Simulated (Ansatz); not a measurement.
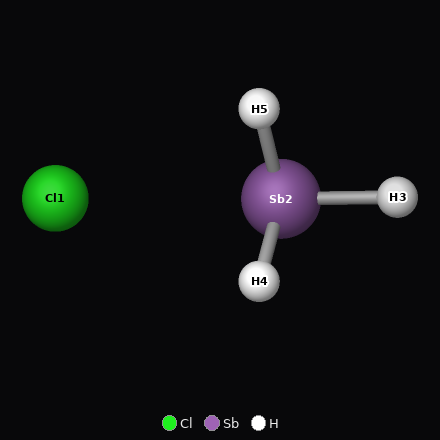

The system is the pair Cl···H₃Sb, charge −1; the picture shows the reference structure. The turn is about an axis along (0.40, 0.90, −0.17) in the frame of the relaxed pair, normal to the line between the partners. Coordinates scanned: (1) distance Sb2···Cl1; (2) turn of Cl1 about Sb2. Grid: 15 × 15 points; 120 points were computed and 105 follow by symmetry. All energies are given in kcal/mol relative to the lowest grid point. These are results of Ansatz, RHF/def2-SVPD, not measurements.

Its coordinates:

```xyz
5

Cl   -0.9448   -0.6710   -2.6247
Sb   -0.0968   -0.4515    0.5419
H     0.5501    0.1387    2.0619
H    -0.8573    1.0377    0.2680
H     1.3489   -0.0538   -0.2471
```

Range: distance Sb2···Cl1 from 2.760 to 4.160 Å; turn of Cl1 about Sb2 from −60.0 to 60.0°.

Question: Predict the map.

Answer: The lowest grid point is at distance Sb2···Cl1 = 3.290 Å, turn of Cl1 about Sb2 = 0.0°. No other kind of well shows on this grid. The highest grid point, distance Sb2···Cl1 = 2.760 Å, turn of Cl1 about Sb2 = −60.0°, lies 43.2 kcal/mol above the lowest. Round the minimum the two coordinates are nearly uncoupled.

```csv
"turn of Cl1 about Sb2 ↓, distance Sb2···Cl1 →",2.760,2.795,2.852,2.922,3.002,3.091,3.187,3.290,3.399,3.514,3.634,3.759,3.888,4.022,4.160
60.0,43.2,39.6,34.4,28.9,23.7,19.1,15.3,12.1,9.7,7.9,6.7,5.9,5.4,5.2,5.1
51.4,37.7,34.5,29.9,25.1,20.6,16.6,13.2,10.5,8.5,7.0,6.0,5.4,5.0,4.9,4.9
42.9,30.2,27.5,23.8,19.8,16.2,13.0,10.4,8.3,6.8,5.7,5.0,4.6,4.4,4.4,4.6
34.3,22.3,20.2,17.3,14.2,11.5,9.1,7.2,5.8,4.8,4.1,3.8,3.7,3.7,3.9,4.1
25.7,15.3,13.7,11.5,9.2,7.2,5.6,4.3,3.5,2.9,2.7,2.6,2.7,3.0,3.3,3.7
17.1,10.0,8.7,7.0,5.4,3.9,2.8,2.1,1.6,1.4,1.5,1.7,2.0,2.4,2.8,3.3
8.6,6.7,5.7,4.3,2.9,1.9,1.1,0.6,0.4,0.4,0.7,1.0,1.5,2.0,2.5,3.0
0.0,5.6,4.6,3.3,2.1,1.2,0.5,0.1,0.0,0.1,0.4,0.8,1.3,1.9,2.4,2.9
−8.6,6.7,5.7,4.3,2.9,1.9,1.1,0.6,0.4,0.4,0.7,1.0,1.5,2.0,2.5,3.0
−17.1,10.0,8.7,7.0,5.4,3.9,2.8,2.1,1.6,1.4,1.5,1.7,2.0,2.4,2.8,3.3
−25.7,15.3,13.7,11.5,9.2,7.2,5.6,4.3,3.5,2.9,2.7,2.6,2.7,3.0,3.3,3.7
−34.3,22.3,20.2,17.3,14.2,11.5,9.1,7.2,5.8,4.8,4.1,3.8,3.7,3.7,3.9,4.1
−42.9,30.2,27.5,23.8,19.8,16.2,13.0,10.4,8.3,6.8,5.7,5.0,4.6,4.4,4.4,4.6
−51.4,37.7,34.5,29.9,25.1,20.6,16.6,13.2,10.5,8.5,7.0,6.0,5.4,5.0,4.9,4.9
−60.0,43.2,39.6,34.4,28.9,23.7,19.1,15.3,12.1,9.7,7.9,6.7,5.9,5.4,5.2,5.1
```

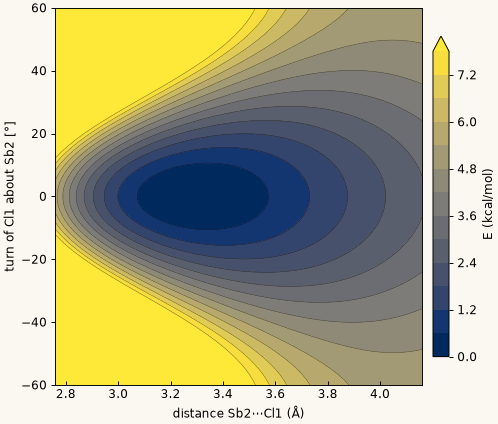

Drawn: filled contours, one colour for all values above the top of the scale. Between grid points the surface is interpolated.

Time for the 120 points that were run: 4 min on 1 thread of Arm Neoverse V2 (shared host).
